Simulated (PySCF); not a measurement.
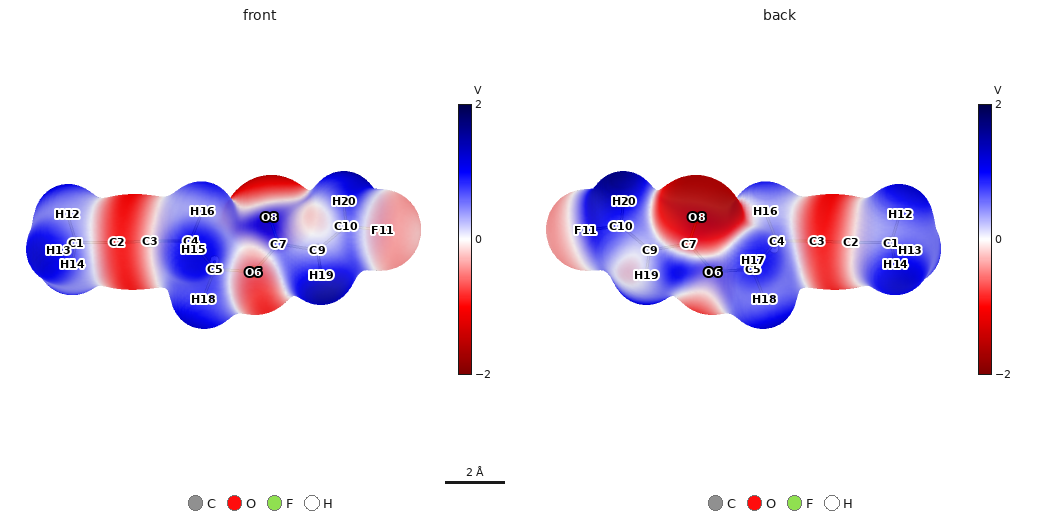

The picture shows: C₈H₉FO₂ (SMILES CC#CCCOC(=O)/C=C/F). The electrostatic potential painted on the density surface at 0.004 e/bohr³, seen from the front and from behind; red is negative and blue positive.

Geometry: GFN2-xTB.

The calculation used PBE0/6-31G*, SCF density, gas phase, non-relativistic (PySCF).

```xyz
20

C     4.7318   -0.1434   -0.2083
C     3.3291    0.0727    0.0720
C     2.1690    0.2498    0.3138
C     0.7633    0.4649    0.5981
C    -0.0273    0.6659   -0.6990
O    -1.3869    1.0051   -0.4293
C    -2.2217   -0.0003   -0.1513
O    -1.9063   -1.1639   -0.1289
C    -3.5803    0.5138    0.1143
C    -4.5634   -0.3274    0.4002
F    -5.8037    0.0826    0.6486
H     5.0357   -1.1279    0.1460
H     5.3343    0.6143    0.2918
H     4.9090   -0.0841   -1.2818
H     0.6484    1.3498    1.2313
H     0.3618   -0.4017    1.1308
H     0.0066   -0.2479   -1.3011
H     0.3734    1.5051   -1.2712
H    -3.7255    1.5808    0.0649
H    -4.4525   -1.4018    0.4561
```

Which sites attract a positive test charge, and which a negative one?

Answer. A positive charge is drawn to the negative regions and a negative charge to the positive ones. The most negative region (about −1.7 V) lies over O8, the most positive (about +1.6 V) over H20. O8 is the likeliest acceptor of a hydrogen bond.
